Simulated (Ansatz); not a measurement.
# CH2ClF: rigid scan of one bond length, by script

How does the energy of CH2ClF change as one bond is stretched? A script is to give a rigid scan of one bond length; the system is CH2ClF. SMILES: FCCl.

Program: the Python package of Ansatz 0.2.0. Level of theory: Hartree-Fock/def2-SVP. These are calculated values, not measurements.

## 1. The system

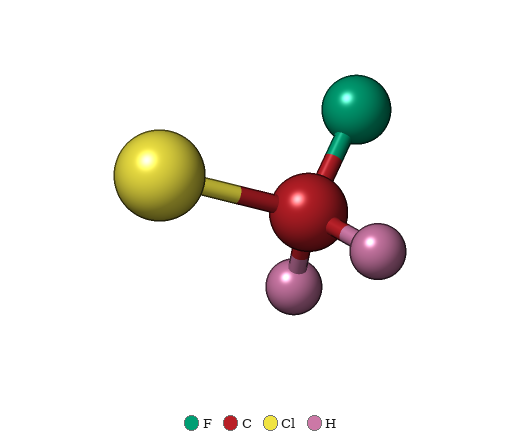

The structure that the script starts from, seen from a chosen angle (fluorine teal, carbon red, chlorine yellow, hydrogen pink).

Input file ch2clf.xyz:

```xyz
5

F    -0.95360    0.51190    0.73040
C     0.07130    0.07170    0.04820
Cl   -0.45600   -1.24750   -1.02020
H     0.88020   -0.28090    0.76990
H     0.50810    0.87120   -0.56980
```

## 2. The script

scan_ch2clf.py reads:

```python
# -*- coding: utf-8 -*-
"""Potential curve of CH2ClF along one bond."""

import warnings

import ansatz as az
import numpy as np

params = {
    "basis_set": "def2-SVP",
    "xc": "HF",
}

warnings.simplefilter("ignore", az.DeckWarning)

ch2clf = az.Crystal.molecule_from_extxyz("ch2clf.xyz")

symbols = [site.symbol for site in ch2clf.cartesian_sites]
start = np.array([site.position_ang for site in ch2clf.cartesian_sites])
axis = (start[2] - start[1]) / np.linalg.norm(start[2] - start[1])
moving = [2]
lengths, energies = [1.564, 1.635, 1.706, 1.778, 1.849, 1.92, 1.991, 2.098], []
for length in lengths:
    xyz = start.copy()
    xyz[moving] += (length - np.linalg.norm(start[2] - start[1])) * axis
    point = az.Crystal.molecule()
    for symbol, place in zip(symbols, xyz):
        point = point.atom(symbol, place.tolist())
    job = point.calculation()
    job = job.basis(gaussian=params["basis_set"]).functional(params["xc"])
    r = job.run(threads=1, backend="cpu").report
    energies.append(r["free_energy_ev"])
    print(f"r = {length:6.3f} A  E = {energies[-1]:.5f} eV  <S^2> = {abs(r['mean_field']['state']['spin_squared']):.3f}")

# quartic fit about the minimum
fit = np.polynomial.Polynomial.fit(lengths, np.array(energies) - min(energies), 4).convert()
roots = [r.real for r in fit.deriv().roots() if abs(r.imag) < 1e-9 and fit.deriv(2)(r.real) > 0]
r_e = min(roots, key=lambda r: abs(r - lengths[int(np.argmin(energies))]))
print(f"minimum of the fit at {r_e:.4f} A, force constant {fit.deriv(2)(r_e):.2f} eV/A^2")
```

## 3. The calls as engine input

The engine receives this input (first run):

```yaml
crystal:
  periodic: [false, false, false]
  atoms:
    - { symbol: F, position_ang: [-0.9536, 0.5119, 0.7304] }
    - { symbol: C, position_ang: [0.0713, 0.0717, 0.0482] }
    - { symbol: Cl, position_ang: [-0.3926421858696444, -1.0889913172752417, -0.8918262305767648] }
    - { symbol: H, position_ang: [0.8802, -0.2809, 0.7699] }
    - { symbol: H, position_ang: [0.5081, 0.8712, -0.5698] }
basis:
  gaussian:
    orbitals: def2-SVP
hamiltonian:
  xc: hf
```

## 4. The run

Command:

```console
$ python scan_ch2clf.py
```

The log of the run:

```text
r =  1.564 A  E = -16263.44480 eV  <S^2> = 0.000
r =  1.635 A  E = -16263.90017 eV  <S^2> = 0.000
r =  1.706 A  E = -16264.11896 eV  <S^2> = 0.000
r =  1.778 A  E = -16264.16883 eV  <S^2> = 0.000
r =  1.849 A  E = -16264.09888 eV  <S^2> = 0.000
r =  1.920 A  E = -16263.94752 eV  <S^2> = 0.000
r =  1.991 A  E = -16263.74156 eV  <S^2> = 0.000
r =  2.098 A  E = -16263.36906 eV  <S^2> = 0.000
minimum of the fit at 1.7669 A, force constant 24.93 eV/A^2
```

It took 2.3 s on 1 thread of Arm Neoverse V2, shared host; peak memory 0.16 GiB.

## 5. What changed from run to run

The engine's inputs for some of the other runs:

Run 5, against run 1:

```diff
@@ -6 +6 @@
-    - { symbol: Cl, position_ang: [-0.3926421858696444, -1.0889913172752417, -0.8918262305767648] }
+    - { symbol: Cl, position_ang: [-0.47718408035356297, -1.3004983667787222, -1.0631225705475946] }
```

Run 7, against run 1:

```diff
@@ -6 +6 @@
-    - { symbol: Cl, position_ang: [-0.3926421858696444, -1.0889913172752417, -0.8918262305767648] }
+    - { symbol: Cl, position_ang: [-0.5193067084823926, -1.4058808265313338, -1.148470220638324] }
```

Run 8, against run 1:

```diff
@@ -6 +6 @@
-    - { symbol: Cl, position_ang: [-0.3926421858696444, -1.0889913172752417, -0.8918262305767648] }
+    - { symbol: Cl, position_ang: [-0.5510469986921445, -1.4852887363449212, -1.2127814781010564] }
```

## 6. The runs side by side

The 8 runs, in the order started:

| run | distance (Å) | energy from run 4 (eV) | SCF cycles | CPU time (s) |
| --- | --- | --- | --- | --- |
| 1 | 1.56 | 0.7240 | 12 | 0.23 |
| 2 | 1.64 | 0.2687 | 12 | 0.22 |
| 3 | 1.71 | 0.0499 | 12 | 0.21 |
| 4 | 1.78 | 0.0000 | 12 | 0.22 |
| 5 | 1.85 | 0.0699 | 12 | 0.22 |
| 6 | 1.92 | 0.2213 | 12 | 0.22 |
| 7 | 1.99 | 0.4273 | 12 | 0.21 |
| 8 | 2.10 | 0.7998 | 12 | 0.22 |

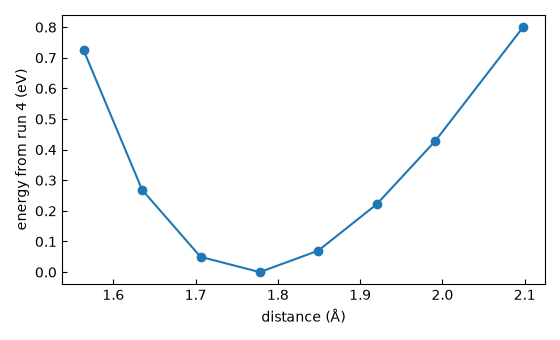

Energy against distance; lines join the points.

## 7. Outcome

| quantity | value |
| --- | --- |
| bond length at the fit's minimum | 1.7669 Å |
| runs compared | 8 |
| range of energy | 0.800 eV |
| lowest point, distance (Å) | 1.78 |

**Reading.** The lowest point, at 1.78, lies inside the range. The ends stand 0.724 and 0.8 eV above it. The distance scanned is the script's pair 1, 2. Notes:
- The rest of the molecule is held rigid at a force-field or estimated start geometry, and the basis set is modest; single-reference methods fail as a bond breaks.
- The orbitals are restricted, so S² is zero by construction.
